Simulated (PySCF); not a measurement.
## Electronic structure of C2H14OSi4 (SMILES CO[SiH2][C@H]([SiH3])[SiH2][SiH3]) in real space

```xyz
21

C     2.0346   -1.4505    1.5553
O     1.1613   -0.7727    0.7079
Si    1.1156    0.8324    0.4318
C    -0.2353    0.9574   -0.8785
Si   -0.6276    2.7714   -1.2563
Si   -1.7576   -0.1056   -0.4202
Si   -1.2231   -2.3361   -0.1747
H     1.8143   -1.2178    2.6000
H     3.0716   -1.1754    1.3505
H     1.9053   -2.5204    1.3907
H     2.4294    1.3037   -0.0297
H     0.8006    1.5510    1.6735
H     0.1722    0.5293   -1.7998
H    -1.1862    3.4331   -0.0775
H    -1.5857    2.8546   -2.3621
H     0.5968    3.4765   -1.6479
H    -2.7610    0.1184   -1.4807
H    -2.3561    0.4901    0.7892
H    -0.0647   -2.7775   -0.9577
H    -2.3269   -3.1997   -0.6282
H    -0.9864   -2.7453    1.2139
```

Geometry: GFN2-xTB.

All numbers below come from PBE0/pcSseg-1, SCF density, gas phase, non-relativistic in PySCF.

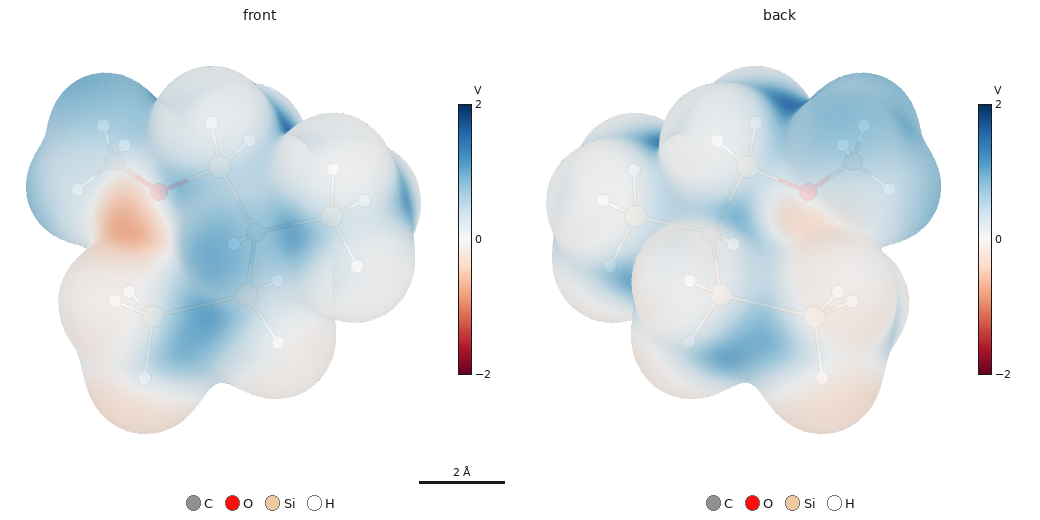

Figure 1. The molecular electrostatic potential painted on the density surface at 0.002 e/bohr³, seen from the front and from behind; the colour scale runs from red (negative) to blue (positive).

Where is the surface potential most negative and most positive?

The most negative region (about −0.7 V) lies over O2 and H19, the most positive (about +1.5 V) over Si3 and Si5.

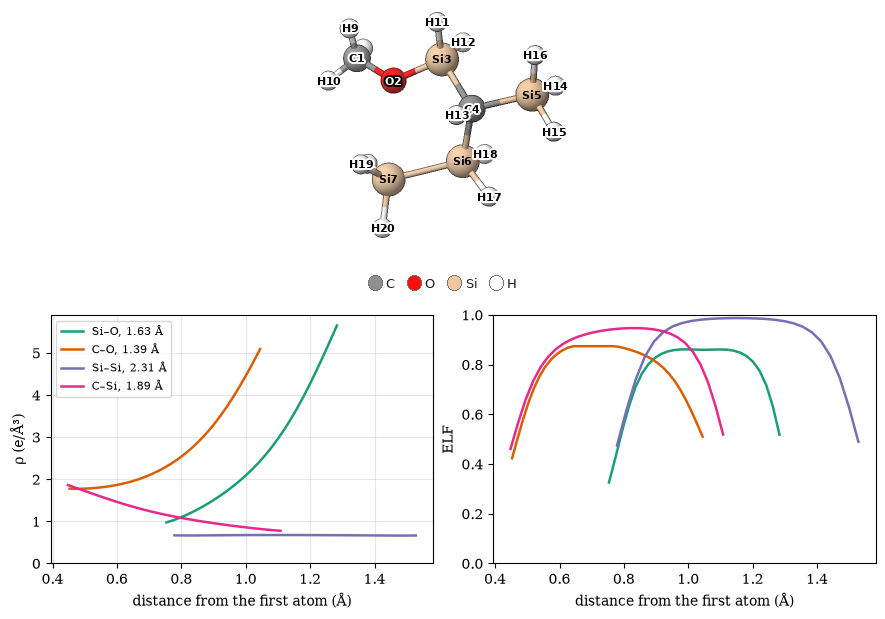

Figure 2. Total electron density and ELF along straight lines between neighbouring atoms. The curves leave out the atomic cores. The structure is drawn too.

Compare the contacts.

Si–O (1.63 Å): the density is about 1.2 e/Å³ at the midpoint; the ELF peaks at about 0.85 between the atoms; a polar covalent bond.
C–O (1.39 Å): ρ at the midpoint is about 2.1 e/Å³, with its minimum of 1.8 e/Å³ about 0.5 Å from C; the ELF peaks at about 0.85 between the atoms: a shared but strongly polarised pair.
Si–Si (2.31 Å): the density is about 0.68 e/Å³ at the midpoint; the ELF peaks at about 1 between the atoms; a shared electron pair.
C–Si (1.89 Å): the density is about 0.91 e/Å³ at the midpoint; the ELF peaks at about 0.95 between the atoms, as expected for localised, covalent bonding.
